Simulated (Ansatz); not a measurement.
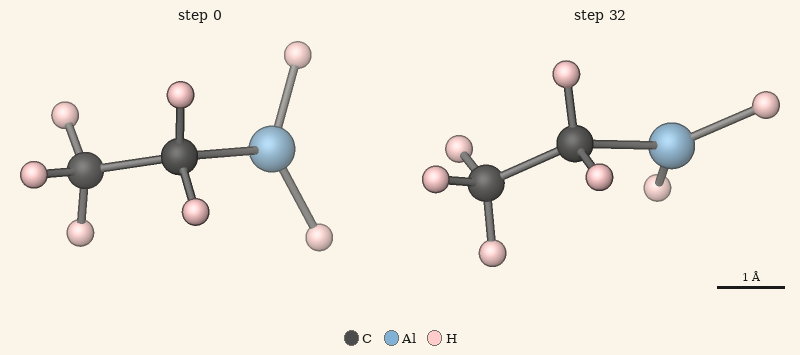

The structure of C$_{2}$H$_{7}$Al before (left) and after (right) a relaxation, at one scale.

Style: ball-and-stick. Shown at a tilt.

The start comes from PBE-D4/def2-SVP.

Theory: RKS PBE0-D4/def2-TZVP (Ansatz). Settings: force threshold 0.005 eV/Å; at most 150 steps.

**Summarise the run.**

The energy falls by 6.03 kJ/mol in 30 accepted moves (32 points after the start). Largest force component: 0.41 eV/Å at the start, 0.0037 eV/Å at the end. The line search rejected the trial steps at points 6, 9 of the run. The forces were under the threshold at step 4, but the run went on from there. An H atom moves most after the best rigid fit: 1.63 Å. Largest moves by element: H 1.63 Å, C 0.23 Å, Al 0.05 Å. Among the contacts that change: Al–C 1.979 → 1.958 Å, C–C 1.545 → 1.528 Å, C–H 1.111 → 1.094 Å, Al–H 1.607 → 1.592 Å. Among the angles between lasting bonds that change: C–C–Al 112.6° → 116.9°, Al–C–H 109.5° → 107.2°, Al–C–H 109.5° → 107.3°. Groups turn about Al–C by about 90°. The run took of the order of 80 core-seconds on a shared host.
